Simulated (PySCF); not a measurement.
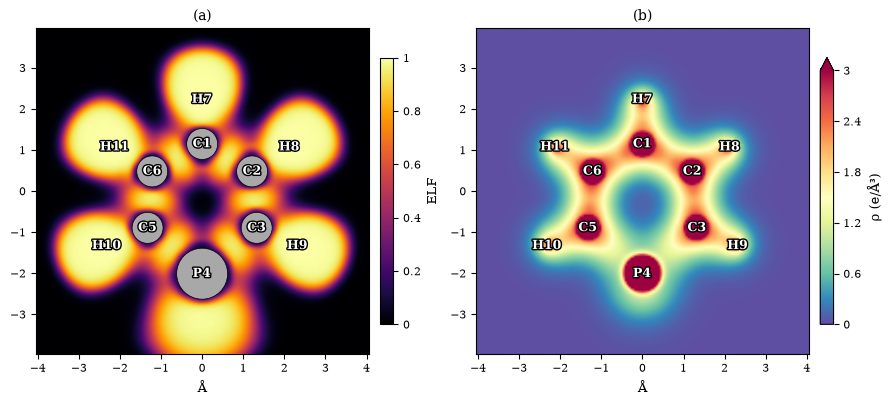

The picture shows: C5H5P. (a) ELF; (b) total electron density on the molecular plane. Grey discs cover the atomic cores in the ELF map.

Geometry: GFN2-xTB.

Computed with PBE0/pcSseg-1, SCF density, gas phase, non-relativistic in PySCF 2.14.0.

Input

```
{"job": {"kind": "nmr", "xc": "PBE0", "basis": "pcSseg-1"}, "charge": 0, "multiplicity": 1}
C     -0.040792     1.143265    -0.059314
C     -1.231235     0.433938    -0.023260
C     -1.293785    -0.941906     0.043021
P      0.073302    -2.008064     0.093889
C      1.359496    -0.846078     0.039498
C      1.197716     0.521519    -0.028027
H     -0.079867     2.221954    -0.112895
H     -2.160058     0.990769    -0.048530
H     -2.269668    -1.412032     0.066520
H      2.366645    -1.244522     0.061094
H      2.083670     1.143828    -0.057960
```

Launched as:

```sh
OMP_NUM_THREADS=1 python probes_run.py task.json out
```

Question: What does the map show?

Answer: The section cuts through C, P and H sites.
C–C (1.38 Å): ρ at the midpoint is about 2.1 e/Å³; the ELF peaks at about 0.95 between the atoms; localised, covalent bonding.
C–P (1.73 Å): ρ at the midpoint is about 1.3 e/Å³; the ELF peaks at about 0.95 between the atoms (a covalent bond).
C–H (1.08 Å): ρ at the midpoint is about 2.1 e/Å³; the ELF climbs to about 1 towards the hydrogen, as it does in any bond to H; an ordinary covalent bond to hydrogen.
The ELF also peaks beside P4, away from the bonds: lone-pair regions.
